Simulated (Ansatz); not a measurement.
# AlBrClFH$_{2}$O: what the fields show

```tsv
atom	x (Å)	y (Å)	z (Å)
Al	0.1859	0.5928	-0.0053
O	0.0825	-0.0004	1.8817
H	-0.8135	-0.3838	2.0009
Cl	1.7789	-0.4509	-0.9080
F	-1.3788	0.0616	-0.3522
Br	0.4398	2.8243	0.4352
H	0.1229	0.8018	2.4478
```

These are results of RKS PBE-D4/def2-SVP (Ansatz), not measurements.

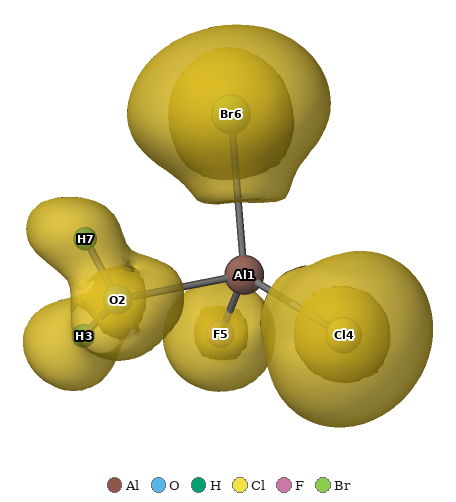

Figure 1. Isosurface of the electron localisation function at 0.75 (yellow), seen across its widest extent. Only the valence region is drawn (cores and ρ < 0.01 e/Å³ removed).

Question: Where are the electrons localised?

Answer: At this value the surface marks out one region on Br in which the atom's valence shell and bonds are merged, one region on Cl in which the atom's valence shell and bonds are merged, one region wrapped around F (its valence shell) and one joined region spread over several atoms (H, O), in which their bonds and any lone pairs are merged.


Al–F (1.69 Å): the ELF peaks at about 0.85 in the valence shell of F, 0.6 Å from its nucleus, and is about 0.25 at the midpoint. Al–O (1.98 Å): the ELF peaks at about 0.90 in the valence shell of O, 0.6 Å from its nucleus, and is about 0.50 at the midpoint.

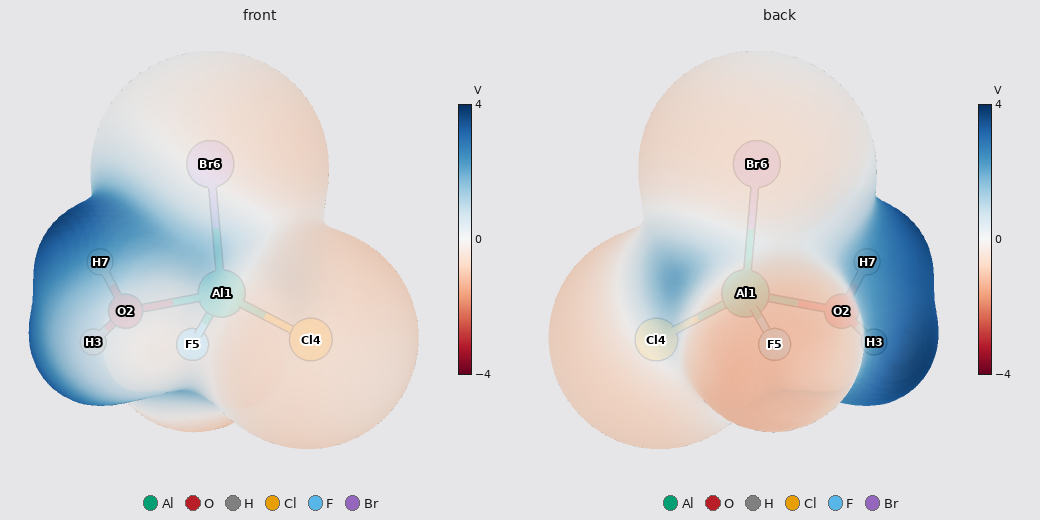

Figure 2. The electrostatic potential painted on the density surface at 0.002 e/bohr³, seen from the front and from behind; the colour scale runs from red (negative) to blue (positive).

Question: Describe the electrostatic potential map.

Answer: The most negative region (about −1.3 V) lies over F5, the most positive (about +3.7 V) over H3 and H7.

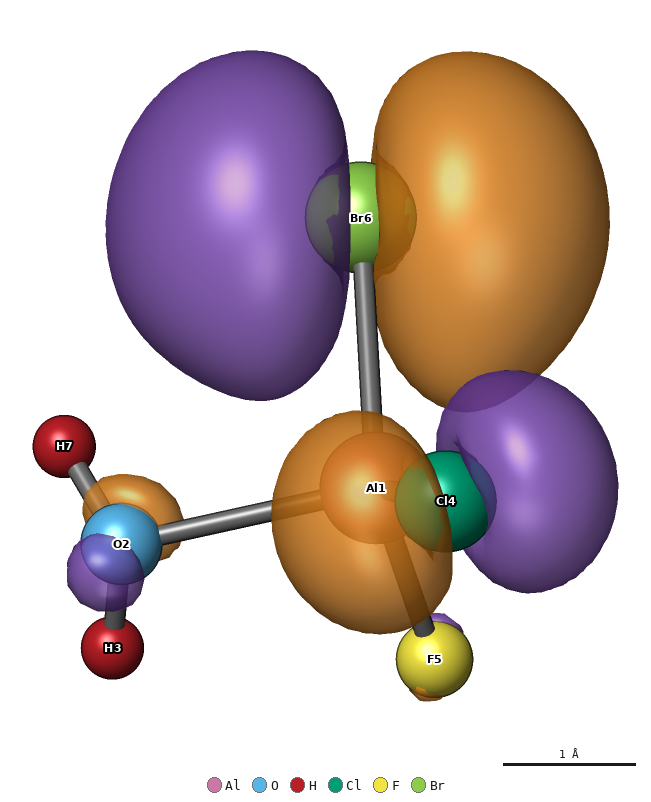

Figure 3. The HOMO−1 at ±0.1 Å⁻³ᐟ² (orange and purple are the two phases), seen at a tilt.

Question: Describe this orbital and give its energy.

Answer: By Hirshfeld shares it lies mainly on Br6 (about 75 %) and Cl4 (about 15 %); largely a lone pair of Br6. Its energy is −7.20 eV.

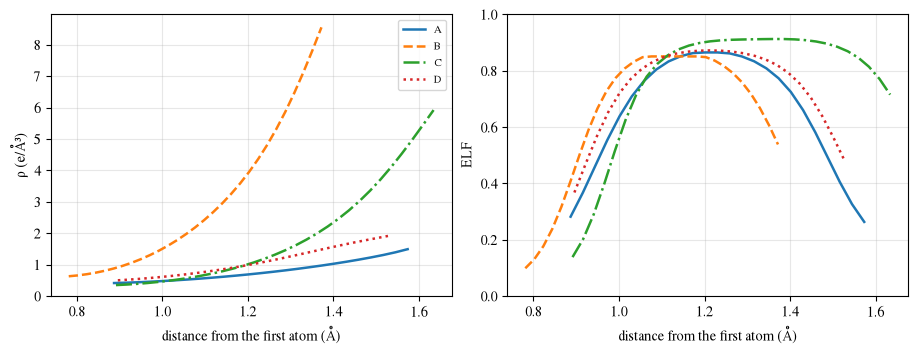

Figure 4. Total electron density and ELF along straight lines between neighbouring atoms. The curves leave out the atomic cores.

Question: Which curve belongs to which contact (Al–Br, Al–Cl, Al–F and Al–O)? The first atom named is at distance zero.

Answer: Curve A: Al–Br (2.29 Å): ρ is about 0.62 e/Å³ halfway; the ELF peaks at about 0.85 in the valence shell of Br, 1.1 Å from its nucleus, and is about 0.85 at the midpoint. Curve B: Al–F (1.69 Å): ρ is about 0.75 e/Å³ halfway; the ELF peaks at about 0.85 in the valence shell of F, 0.6 Å from its nucleus, and is about 0.25 at the midpoint. Curve C: Al–O (1.98 Å): the density is about 0.45 e/Å³ at the midpoint; the ELF peaks at about 0.90 in the valence shell of O, 0.6 Å from its nucleus, and is about 0.50 at the midpoint. Curve D: Al–Cl (2.11 Å): the density is about 0.69 e/Å³ at the midpoint; the ELF peaks at about 0.85 in the valence shell of Cl, 0.9 Å from its nucleus, and is about 0.80 at the midpoint.
